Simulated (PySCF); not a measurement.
Breaking a bond: HCl (cation, charge +1), doublet.

Levels of theory: CASSCF(7,5)/6-31G (PySCF); UMP2 = MP2 on UHF/6-31G, 5 core orbitals frozen in PySCF; UHF/6-31G (PySCF); ROKS-TPSSh = restricted open-shell TPSSh/6-31G in PySCF 2.14.0; ROHF/6-31G (PySCF).

Energies are in kcal/mol, each relative to the lowest point of its own curve near equilibrium.

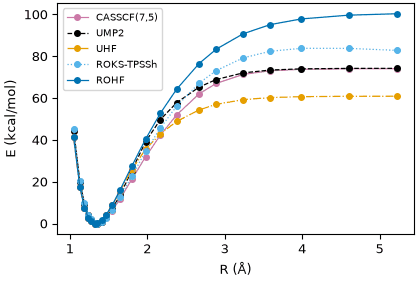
Fig. 1. Energy against bond length for each method.

```
R / Å  CASSCF(7,5)  UMP2   UHF  ROKS-TPSSh   ROHF
-----  -----------  ----  ----  ----------  -----
1.05          44.6  44.4  41.2        45.3   41.2
1.13          20.1  19.9  17.6        20.6   17.5
1.19           9.5   9.2   7.6         9.7    7.5
1.24           4.1   3.9   2.8         4.3    2.8
1.27           2.1   1.9   1.2         2.2    1.2
1.32           0.3   0.2   0.0         0.3    0.0
1.35           0.0   0.0   0.1         0.0    0.1
1.41           0.6   0.8   1.4         0.6    1.5
1.47           2.5   2.9   4.1         2.6    4.2
1.55           6.2   7.1   8.8         6.5    9.0
1.65          11.8  13.6  15.6        12.6   16.1
1.80          21.1  25.3  25.8        22.6   27.4
1.98          32.0  39.2  35.6        34.5   40.4
2.17          42.3  49.7  42.9        45.7   52.8
2.38          52.0  57.8  48.8        56.1   64.3
2.67          62.0  65.2  54.3        67.1   76.5
2.89          67.0  68.9  57.0        73.1   83.4
3.24          71.3  72.1  59.3        79.2   90.8
3.59          73.1  73.4  60.3        82.4   95.1
3.99          73.8  74.0  60.7        83.8   97.9
4.61          74.0  74.2  60.9        83.8   99.7
5.23          74.1  74.2  60.9        82.8  100.3
```

At the longest distance, 5.23 Å, ROHF lies highest above its minimum (100.3 kcal/mol) and UHF lowest (60.9 kcal/mol).

The unrestricted determinant behind UMP2, UHF is spin-contaminated at 1.80 to 5.23 Å (<S²> up to 1.8, against 0.75 for a pure doublet). At the longest distance ROKS-TPSSh leaves fractional charges on the fragments, a sign of delocalisation error or of the restricted form.
